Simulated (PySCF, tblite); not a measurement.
# C₄H₁₀ClSi radical: geometry, infrared bands and EPR parameters

What infrared bands and EPR parameters should C₄H₁₀ClSi radical (`[CH2][SiH2]C(C)(C)Cl`) show?

The runs use tblite 0.8.0 and PySCF 2.14.0, with density-fitted response routines of our own; the level of theory stands in each step. All values are computed, except where a source is named. Atoms are numbered from 0 throughout.

**1. The starting structure**

16 atoms, charge 0, multiplicity 2; geometry from: force field or distance geometry start.

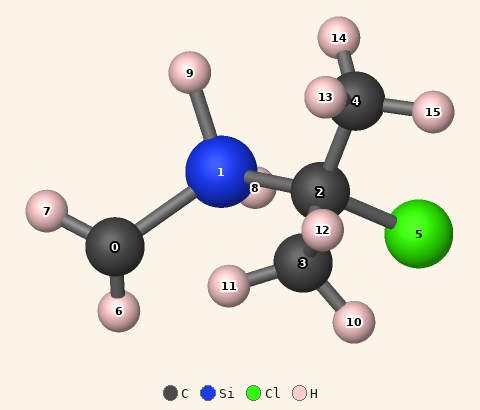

The starting geometry (carbon dark grey, silicon blue, chlorine green, hydrogen pink), atoms numbered.

**2. Optimising the geometry with GFN2-xTB**

The job: settings as JSON, then the geometry in Å.

```
{"job": {"kind": "relax", "xc": "GFN2-xTB", "basis": "xTB"}, "charge": 0, "multiplicity": 2}
C      2.239700     0.716400     0.976000
Si     1.225500    -0.573300     0.099700
C     -0.499600    -0.089700    -0.255800
C     -0.916400     1.262700     0.248400
C     -1.538100    -1.087900     0.264800
Cl    -0.707300    -0.072800    -2.032900
H      2.792000     1.315300     0.228000
H      3.018000     0.282300     1.651000
H      1.883700    -0.928700    -1.173400
H      1.215100    -1.757200     0.973500
H     -1.183900     1.887000    -0.628800
H     -0.193900     1.737100     0.924800
H     -1.878000     1.156300     0.839200
H     -1.957000    -0.713800     1.218300
H     -1.123300    -2.087300     0.378900
H     -2.384200    -1.037600    -0.455700
```

Run with:

```console
$ OMP_NUM_THREADS=1 python probes_run.py task.json out
```

This one command runs all jobs of the session in turn.

What it wrote:

```text
step      E/eV     max force
  0    -539.29508    2.240
  1    -539.53547    1.341
  2    -539.64750    0.845
  3    -539.73679    0.715
  4    -539.85768    0.833
  5    -539.90676    0.473
  6    -539.92653    0.303
  7    -539.93885    0.259
  8    -539.94718    0.302
  9    -539.95697    0.265
 10    -539.96435    0.206
 11    -539.97088    0.227
 12    -539.97843    0.296
 13    -539.98861    0.368
 14    -539.99879    0.310
 15    -540.00650    0.192
 16    -540.01293    0.212
 17    -540.01965    0.231
 18    -540.02827    0.299
 19    -540.04004    0.288
 20    -540.05246    0.271
 21    -540.06330    0.282
 22    -540.07245    0.288
 23    -540.08081    0.267
 24    -540.08911    0.222
 25    -540.09698    0.362
 26    -540.10293    0.338
 27    -540.11000    0.280
 28    -540.11604    0.178
 29    -540.11991    0.158
 30    -540.12438    0.174
 31    -540.12797    0.187
 32    -540.13242    0.168
 33    -540.13613    0.151
 34    -540.13915    0.151
 35    -540.14238    0.189
 36    -540.14691    0.281
 37    -540.15234    0.271
 38    -540.15636    0.214
 39    -540.15887    0.119
 40    -540.16115    0.152
 41    -540.16495    0.261
 42    -540.16974    0.285
 43    -540.17517    0.211
 44    -540.18050    0.199
 45    -540.18593    0.254
 46    -540.18838    0.285
 47    -540.19547    0.222
 48    -540.20286    0.235
 49    -540.21476    0.227
 50    -540.22038    0.219
 51    -540.22613    0.170
 52    -540.22946    0.197
 53    -540.23305    0.199
 54    -540.23683    0.142
 55    -540.24075    0.107
 56    -540.24206    0.104
 57    -540.24406    0.123
 58    -540.24628    0.127
 59    -540.24870    0.086
 60    -540.25030    0.103
 61    -540.25137    0.086
 62    -540.25247    0.081
 63    -540.25404    0.069
 64    -540.25555    0.074
 65    -540.25683    0.075
 66    -540.25787    0.086
 67    -540.25889    0.073
 68    -540.25979    0.065
 69    -540.26032    0.043
 70    -540.26057    0.035
 71    -540.26069    0.027
 72    -540.26080    0.022
 73    -540.26095    0.027
 74    -540.26110    0.034
 75    -540.26123    0.026
 76    -540.26133    0.030
 77    -540.26142    0.029
 78    -540.26151    0.027
 79    -540.26163    0.033
 80    -540.26176    0.027
 81    -540.26188    0.027
 82    -540.26198    0.027
 83    -540.26208    0.029
 84    -540.26221    0.035
 85    -540.26234    0.028
 86    -540.26246    0.023
 87    -540.26256    0.025
 88    -540.26267    0.035
 89    -540.26285    0.046
 90    -540.26316    0.052
 91    -540.26372    0.075
 92    -540.26464    0.097
 93    -540.26598    0.114
 94    -540.26802    0.158
 95    -540.27160    0.184
 96    -540.27700    0.190
 97    -540.27622    0.496
 98    -540.26219    0.841
 99    -540.28404    0.412
100    -540.28384    0.607
101    -540.29111    0.178
102    -540.29324    0.141
103    -540.29638    0.119
104    -540.30198    0.412
105    -540.30429    0.107
106    -540.30852    0.205
107    -540.31221    0.333
108    -540.31590    0.137
109    -540.31929    0.127
110    -540.32124    0.104
111    -540.32251    0.122
112    -540.32409    0.104
113    -540.32536    0.104
114    -540.32654    0.058
115    -540.32703    0.056
116    -540.32742    0.045
117    -540.32778    0.068
118    -540.32808    0.036
119    -540.32830    0.029
120    -540.32837    0.027
121    -540.32851    0.025
122    -540.32865    0.027
123    -540.32883    0.035
124    -540.32902    0.036
125    -540.32917    0.028
126    -540.32927    0.033
127    -540.32935    0.025
128    -540.32941    0.024
129    -540.32948    0.021
130    -540.32953    0.021
131    -540.32959    0.022
132    -540.32964    0.023
133    -540.32971    0.025
134    -540.32979    0.026
135    -540.32993    0.028
136    -540.33013    0.042
137    -540.33039    0.047
138    -540.33061    0.032
139    -540.33073    0.021
140    -540.33081    0.021
141    -540.33089    0.023
142    -540.33098    0.025
143    -540.33108    0.031
144    -540.33118    0.033
145    -540.33130    0.027
146    -540.33141    0.030
147    -540.33153    0.028
148    -540.33166    0.026
149    -540.33178    0.027
150    -540.33191    0.030
151    -540.33204    0.030
152    -540.33219    0.028
153    -540.33232    0.031
154    -540.33251    0.031
155    -540.33272    0.038
156    -540.33301    0.040
157    -540.33326    0.049
158    -540.33345    0.032
159    -540.33347    0.092
160    -540.33369    0.020
161    -540.33379    0.019
162    -540.33401    0.035
163    -540.33409    0.031
164    -540.33421    0.022
165    -540.33435    0.030
166    -540.33455    0.034
167    -540.33464    0.076
168    -540.33493    0.027
169    -540.33511    0.025
170    -540.33529    0.037
171    -540.33550    0.037
172    -540.33582    0.044
173    -540.33604    0.066
174    -540.33597    0.078
175    -540.33636    0.063
176    -540.33651    0.041
177    -540.33684    0.044
178    -540.33721    0.058
179    -540.33756    0.061
180    -540.33785    0.066
181    -540.33713    0.218
182    -540.33827    0.047
183    -540.33845    0.036
184    -540.33870    0.023
185    -540.33899    0.033
186    -540.33909    0.028
187    -540.33919    0.027
188    -540.33926    0.017
189    -540.33936    0.019
190    -540.33947    0.027
191    -540.33958    0.027
192    -540.33969    0.034
193    -540.33979    0.030
194    -540.33988    0.025
195    -540.33995    0.016
196    -540.34001    0.023
197    -540.34005    0.024
198    -540.34010    0.012
199    -540.34015    0.022
200    -540.34017    0.024
201    -540.34020    0.022
202    -540.34022    0.018
203    -540.34025    0.013
204    -540.34027    0.011
205    -540.34029    0.012
206    -540.34033    0.014
207    -540.34037    0.017
208    -540.34042    0.016
209    -540.34049    0.024
210    -540.34058    0.027
211    -540.34068    0.043
212    -540.34080    0.017
213    -540.34087    0.025
214    -540.34090    0.011
215    -540.34093    0.015
216    -540.34096    0.011
217    -540.34098    0.013
218    -540.34100    0.010
```

Wall time 1.6 s (1 thread of Arm Neoverse V1, shared host).

The steps of the relaxation: (not every step is listed)

| step | energy from step 0 (eV) | largest force (eV/Å) |
| --- | --- | --- |
| 0 | 0.0000 | 2.2404 |
| 1 | -0.2404 | 1.3414 |
| 2 | -0.3524 | 0.8447 |
| 3 | -0.4417 | 0.7152 |
| 4 | -0.5626 | 0.8331 |
| 5 | -0.6117 | 0.4730 |
| 6 | -0.6314 | 0.3025 |
| 7 | -0.6438 | 0.2589 |
| 8 | -0.6521 | 0.3022 |
| 28 | -0.8210 | 0.1780 |
| 48 | -0.9078 | 0.2349 |
| 68 | -0.9647 | 0.0655 |
| 88 | -0.9676 | 0.0352 |
| 108 | -1.0208 | 0.1375 |
| 128 | -1.0343 | 0.0235 |
| 148 | -1.0366 | 0.0256 |
| 168 | -1.0399 | 0.0275 |
| 188 | -1.0442 | 0.0173 |
| 208 | -1.0453 | 0.0161 |
| 213 | -1.0458 | 0.0247 |
| 214 | -1.0458 | 0.0114 |
| 215 | -1.0458 | 0.0149 |
| 216 | -1.0459 | 0.0112 |
| 217 | -1.0459 | 0.0127 |
| 218 | -1.0459 | 0.0100 |

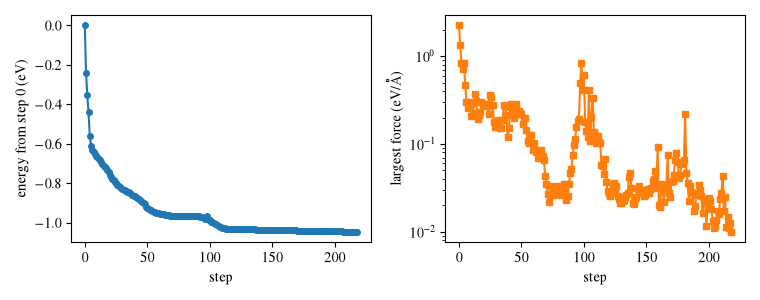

Energy and largest force along the relaxation.

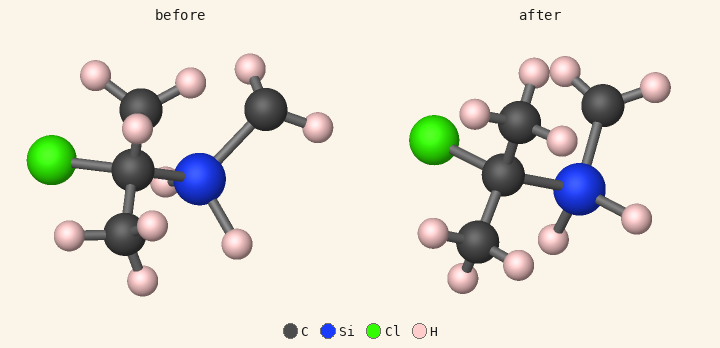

The geometry before (left) and after (right).

Close pairs (by a distance rule), those that changed most:

```
  bond  before (Å)  after (Å)  change (Å)
Si1–C2       1.827      1.939      +0.113
C3–H12       1.134      1.090      -0.043
 C0–H7       1.118      1.075      -0.043
 C0–H6       1.106      1.076      -0.030
C0–Si1       1.860      1.834      -0.026
C4–H15       1.112      1.090      -0.022
C3–H10       1.109      1.087      -0.022
C4–H13       1.107      1.089      -0.018
```

The next job starts from the end point, and lists it.

**3. Vibrational analysis with GFN2-xTB**

The job: settings as JSON, then the geometry in Å.

```
{"job": {"kind": "ir", "xc": "GFN2-xTB", "basis": "xTB"}, "charge": 0, "multiplicity": 2}
C      2.425411     0.757139     0.186803
Si     1.261242    -0.639698     0.428223
C     -0.506522    -0.063180    -0.123149
C     -0.983456     1.173067     0.614327
C     -1.527318    -1.180855    -0.030020
Cl    -0.338591     0.372581    -1.868842
H      2.479822     1.308163    -0.736161
H      3.119135     1.071031     0.945270
H      1.550043    -1.807724    -0.412790
H      1.170509    -1.035449     1.838578
H     -0.283166     1.994952     0.485565
H     -1.062996     0.951884     1.677195
H     -1.961667     1.490728     0.253062
H     -1.633529    -1.489139     1.008659
H     -1.215868    -2.042450    -0.615915
H     -2.500649    -0.852105    -0.394731
```

What it wrote:

```text
mode    cm-1     km/mol
  1      57.4      0.50
  2      84.5      1.91
  3     135.1      1.60
  4     182.8      3.63
  5     216.9      0.08
  6     237.0      2.13
  7     246.3      0.82
  8     319.2      4.27
  9     334.5      1.20
 10     346.5      1.43
 11     457.6     48.38
 12     521.2     12.55
 13     538.5     54.12
 14     589.4     15.77
 15     658.5     57.84
 16     699.0     43.56
 17     739.6     70.23
 18     778.4    208.06
 19     858.8     38.05
 20     947.2      4.45
 21     965.2      0.05
 22    1013.4      1.41
 23    1113.3     31.57
 24    1183.9      2.14
 25    1187.2     27.88
 26    1379.9      2.28
 27    1402.7     13.19
 28    1416.4      7.27
 29    1482.1      2.24
 30    1488.8      0.75
 31    1492.1      5.08
 32    1501.7      3.81
 33    2205.4    332.87
 34    2224.4    238.82
 35    2999.3      3.02
 36    3001.9     46.56
 37    3015.7      0.91
 38    3021.6     47.55
 39    3035.6     18.33
 40    3036.5     13.81
 41    3096.0      1.94
 42    3141.4     23.36
```

It took 0.56 s on 1 thread of Arm Neoverse V1, shared host.

Which atoms move in the most intense modes:

```
cm⁻¹  km/mol                                atoms
 458    48.4           H8 37 %, H9 31 %, Si1 14 %
 538    54.1   H6 27 %, H7 22 %, C0 18 %, H9 12 %
 658    57.8  H8 29 %, C2 21 %, Si1 12 %, H9 12 %
 740    70.2   H6 26 %, H7 26 %, H9 24 %, C0 14 %
 778   208.1                     H8 44 %, H9 41 %
2205   332.9                     H8 79 %, H9 17 %
2224   238.8                     H9 80 %, H8 18 %
3022    47.5                   H11 55 %, H13 35 %
```

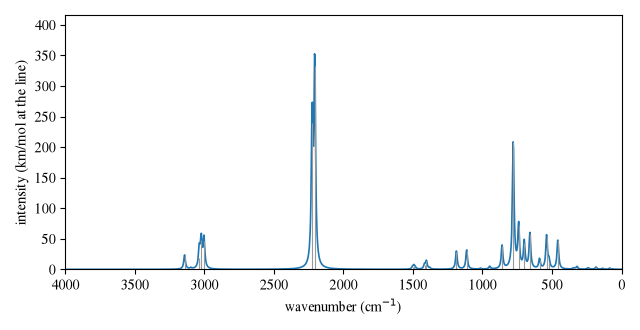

The infrared spectrum from these modes, unscaled. Lines are broadened to a width of 14 cm⁻¹ (Lorentzian).

**4. g tensor and hyperfine couplings: B3LYP/pcH-1**

The job, as its differences from that of step 3:

```diff
@@ -1,2 +1,2 @@
-{"job": {"kind": "ir", "xc": "GFN2-xTB", "basis": "xTB"}, "charge": 0, "multiplicity": 2}
+{"job": {"kind": "epr", "basis": "pcH-1"}, "charge": 0, "multiplicity": 2}
 C      2.425411     0.757139     0.186803
```

Level: UKS B3LYP, pcH-1 on C Cl H Si, non-relativistic, mean-field spin-orbit, GIAO.

What it wrote:

```text
UKS, coarse grid
  cycle   1  E = -908.07211083  |g| = 3.29e-01
  cycle   2  E = -908.06791052  |g| = 3.33e-01
  cycle   3  E = -908.12168528  |g| = 3.64e-02
  cycle   4  E = -908.12220459  |g| = 1.47e-02
  cycle   5  E = -908.12230311  |g| = 6.47e-03
  cycle   6  E = -908.12232415  |g| = 2.69e-03
  cycle   7  E = -908.12232796  |g| = 7.65e-04
UKS, final grid
  cycle   1  E = -908.12233592  |g| = 8.78e-04
  cycle   2  E = -908.12233558  |g| = 1.24e-03
  cycle   3  E = -908.12233628  |g| = 1.49e-04
  cycle   4  E = -908.12233629  |g| = 4.47e-05
  cycle   5  E = -908.12233629  |g| = 1.77e-05
E = -908.12233629 Eh   <S^2> = 0.7533 (exact 0.7500)
g shifts (ppm)      1          2          3
  rmc          -124       -124       -124
  gc              8         23         36
  oz_so         240        752        795
  total         124        650        707
hyperfine (MHz)  atom isotope    a_iso     a_fc   dipolar eigenvalues
    0   13C      79.27      79.37    -76.04    -75.54    151.58
    1  29Si      49.65      49.73     -2.33      0.43      1.91
    2   13C      25.49      25.48     -3.25     -2.80      6.05
    3   13C       0.75       0.75     -1.03     -0.23      1.26
    4   13C      -0.63      -0.63     -0.52     -0.45      0.97
    5  35Cl      -0.20      -0.21     -0.62     -0.08      0.70
    6    1H     -58.42     -58.43    -36.71     -0.90     37.61
    7    1H     -58.34     -58.35    -37.03     -0.70     37.73
    8    1H      75.22      75.22     -3.43     -1.62      5.05
    9    1H       0.96       0.96     -3.20     -2.75      5.95
   10    1H       0.86       0.86     -4.10     -2.65      6.76
   11    1H      -0.06      -0.06     -1.62     -1.34      2.95
   12    1H      -0.79      -0.79     -1.26     -0.83      2.09
   13    1H       0.21       0.21     -0.90     -0.79      1.68
   14    1H      -0.01      -0.01     -1.09     -0.60      1.69
   15    1H       3.33       3.33     -0.81     -0.47      1.28
```

Wall time 83 s (1 thread of Arm Neoverse V1, shared host); peak memory 0.97 GiB.

Principal g values 2.00244, 2.00297, 2.00303; g(iso) = 2.00281, against 2.00232 for a free electron.

Hyperfine couplings; where a row names several nuclei, a(iso) is their mean (it holds for fast rotation or exchange) and the dipolar term the largest among them:

```
                      nuclei  isotope  a(iso) (MHz)  a(iso) (G, at g = 2.0023)  largest dipolar term (MHz)
                          C0      13C          79.3                       28.3                       151.6
                      H6, H7       1H         -58.4                      -20.8                        37.7
                         Si1     29Si          49.7                       17.7                        -2.3
                      H8, H9       1H          38.1                       13.6                         5.9
                          C2      13C          25.5                        9.1                         6.1
H10, H11, H12, H13, H14, H15       1H           0.6                        0.2                         6.8
                         Cl5     35Cl          -0.2                       -0.1                         0.7
                      C3, C4      13C           0.1                        0.0                         1.3
```

Mulliken spin populations:

C0 1.04; Si1 -0.03; C2 0.02; C3 0.00; C4 0.00; Cl5 0.00; H6 -0.04; H7 -0.04; H8 0.04; H9 0.00; H10 0.00; H11 0.00; H12 0.00; H13 0.00; H14 0.00; H15 0.00

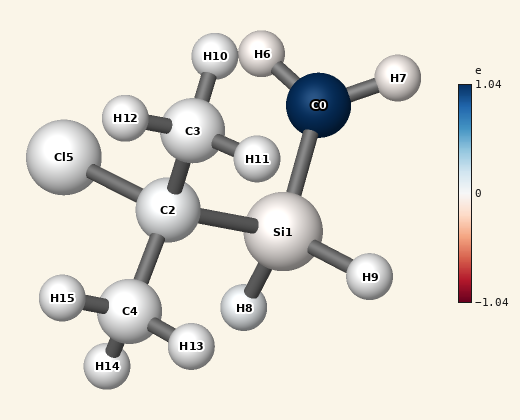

Mulliken spin populations, as colours on the atoms.

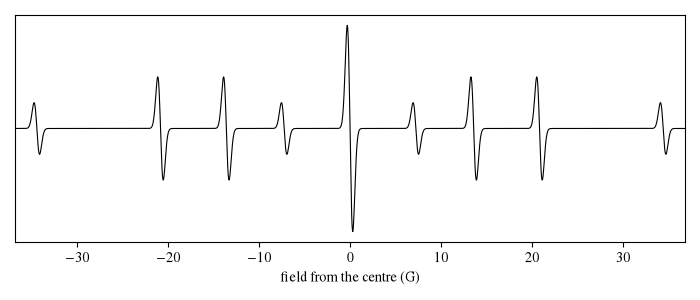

First-order isotropic spectrum (first derivative, main isotopes with spin only, couplings over 0.8 MHz, Gaussian width 0.3 G; couplings of the frozen geometry, rotation of groups not averaged beyond the rows shown).

The fields below are evaluated on a grid from the run's orbitals.

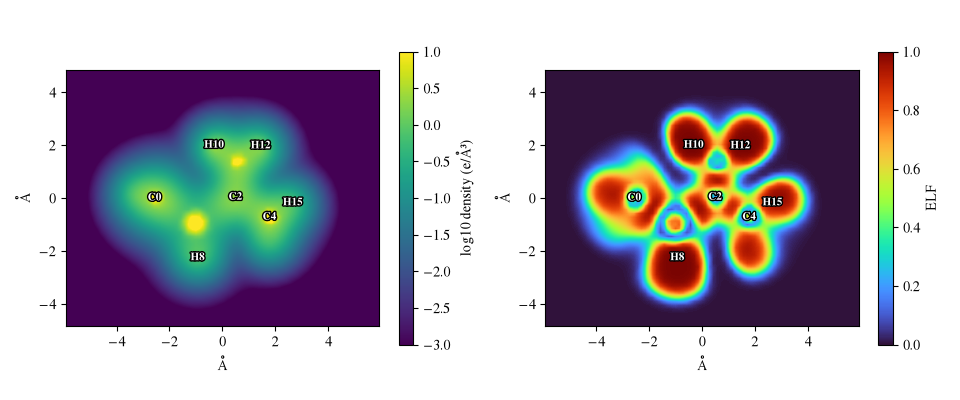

Density (left) and ELF (right) in a plane through or near 7 of the atoms.

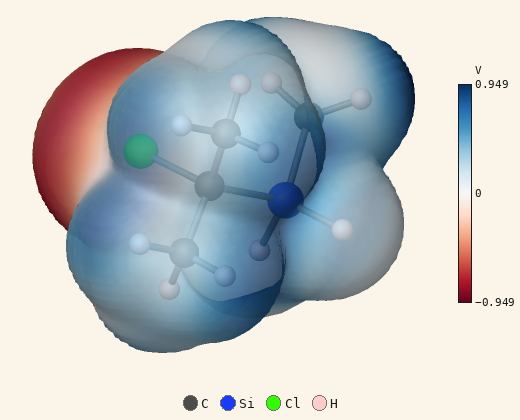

The potential that a unit positive charge feels on the 0.002 e/bohr³ surface, from -0.76 V near Cl5 to 0.95 V near H7.

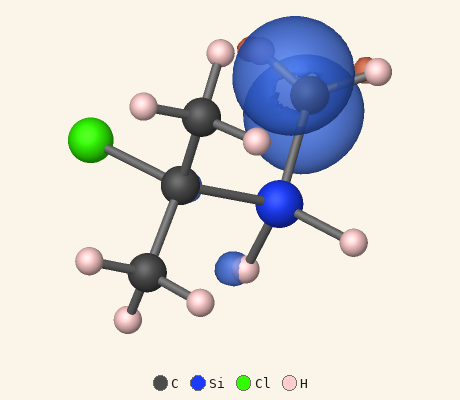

Spin density at ±0.04 e/Å³ (alpha excess blue, beta excess red).

**5. Summary of results**

```
                                                                  quantity                  value
                                 strongest single infrared mode (GFN2-xTB)  2205 cm⁻¹, 333 km/mol
                                              zero-point energy (GFN2-xTB)          76.3 kcal/mol
                                                            g(iso) (B3LYP)                2.00281
                                                                      ⟨S²⟩     0.753 (exact 0.75)
                                        largest a(iso) (averaged by class)    13C on C0, 79.3 MHz
potential on the surface of density 0.002 e/bohr³, 1st and 99th percentile     -0.76 V and 0.95 V
```

What this shows: The optimisation took 218 steps and gained 1.046 eV; among the close pairs (by a distance rule), Si1–C2 changed most, from 1.827 to 1.939 Å. No mode is imaginary among the 42: a minimum at this level. The strongest single mode, at 2205 cm⁻¹, moves mainly H8. Unscaled tight-binding wavenumbers are off by several per cent, some by more. Its intensities can rank the bands wrongly. C0 carries the largest spin population, 1.04 e. The isotropic g lies 0.5 ppt above the free-electron value. The conformer search found further structures of the same energy, which may be mirror or relabelled copies of this one.
